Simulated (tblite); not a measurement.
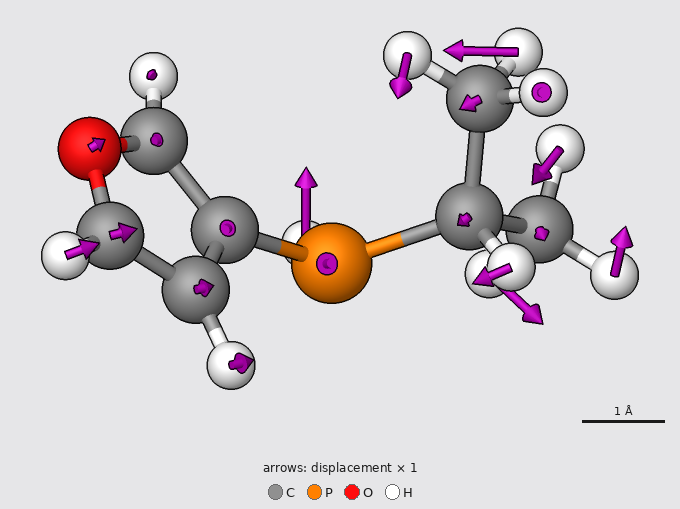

This is a relaxation of C₇H₁₁OP. The starting structure is drawn; purple arrows show the displacements, at their true length. The two geometries are superimposed by the best rigid fit.

Style: ball-and-stick. Shown at a tilt.

Computed with tblite, GFN2-xTB geometry optimisation, gas phase. 

**Atoms of which element are displaced furthest, and by how much?**

Hydrogen: up to 1.03 Å, against 0.43 Å for phosphorus.

**What did the optimiser do to the structure, and how much energy did it gain?**

An H atom moves most after the best rigid fit: 1.03 Å. By element the largest moves are H 1.03 Å, P 0.43 Å, C 0.36 Å, O 0.23 Å. Near-neighbour distances that change, for instance: C–P 1.822 → 1.880 Å, C–O 1.300 → 1.344 Å, C–C 1.382 → 1.425 Å, C–H 1.127 → 1.089 Å. Among the angles between lasting bonds that change: C–P–H 115.8° → 94.2°, C–P–C 116.5° → 99.2°, C–P–H 111.8° → 95.3°. Groups turn about C–C by about 50°, C–C by about 45°. The energy falls by 1.962 eV in 93 geometry steps. The run took 0.72 s on 1 thread of Arm Neoverse V1 (shared host).
